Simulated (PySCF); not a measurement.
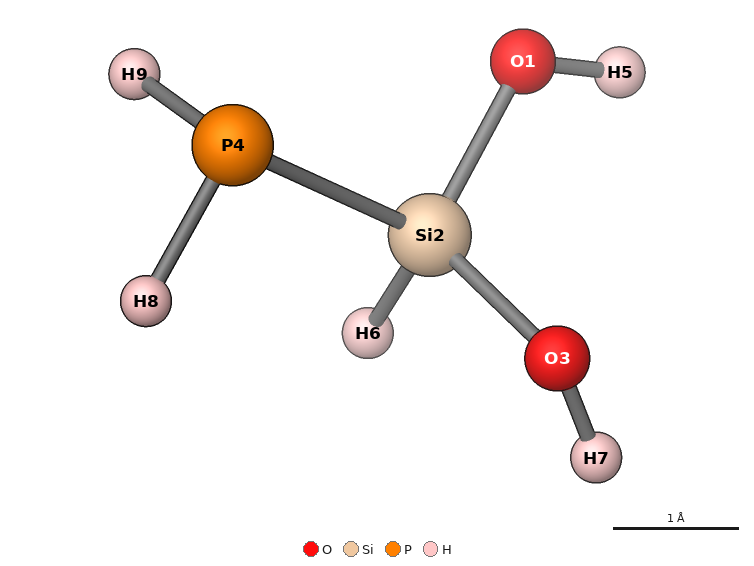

Orthographic view. Distant atoms are faded towards the background colour. The geometry was computed by an optimisation with PBE0-D3(BJ)/def2-SVP. No frequency run is at hand to confirm it as a minimum.

Write a MOL file (V2000) with the atoms in numerical order, bonds sorted by atom number with the orders drawn, and coordinates in the frame of the picture: x right, y up, z towards the viewer, origin at the mean position.

```
H5O2PSi
                    3D

  9  8  0  0  0  0  0  0  0  0999 V2000
    0.9800    1.3200   -0.7000 O   0  0  0  0  0  0  0  0  0  0  0  0
    0.2300   -0.0700   -0.1900 Si  0  0  0  0  0  4  0  0  0  0  0  0
    1.2500   -1.0600    0.6800 O   0  0  0  0  0  0  0  0  0  0  0  0
   -1.3500    0.6500    1.2300 P   0  0  0  0  0  0  0  0  0  0  0  0
    1.7500    1.2300   -1.2600 H   0  0  0  0  0  0  0  0  0  0  0  0
   -0.2600   -0.8500   -1.3600 H   0  0  0  0  0  0  0  0  0  0  0  0
    1.5700   -1.8500    0.2300 H   0  0  0  0  0  0  0  0  0  0  0  0
   -2.0400   -0.6000    1.1900 H   0  0  0  0  0  0  0  0  0  0  0  0
   -2.1300    1.2200    0.1800 H   0  0  0  0  0  0  0  0  0  0  0  0
  1  2  1  0
  1  5  1  0
  2  3  1  0
  2  4  1  0
  2  6  1  0
  3  7  1  0
  4  8  1  0
  4  9  1  0
M  END
```
